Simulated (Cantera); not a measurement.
Input: 1 mol Fe₂O₃, 1.3 mol SO₂, a varied amount of H₂O, at 1177 °C and 0.100 bar.

Equilibrium computed with Cantera from the NASA thermochemical tables; the gas is ideal and each condensed phase is pure. Candidate condensed phases: Fe, FeO, Fe(OH)₂, Fe(OH)₃, FeS, FeSO₄, FeS₂, Fe₂O₃, Fe₂(SO₄)₃, Fe₃O₄, H₂O, H₂SO₄, S; 22 gas species. Mutual solubility and eutectic melting of coexisting phases are not modelled. Rates play no part.

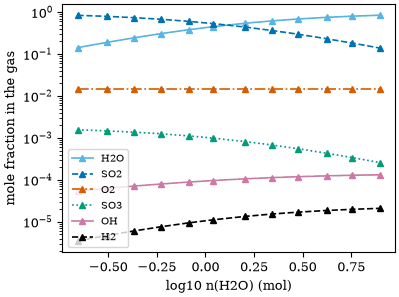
Figure. Equilibrium gas composition (values under 1e-9 drawn at 1e-9)

**Question.** Read off the mole fractions at 1.6 mol H₂O.

**Answer.** H₂O about 0.54, SO₂ about 0.44, O₂ about 0.015, SO₃ about 0.00082, OH about 0.00011, H₂ about 1.3e-5.
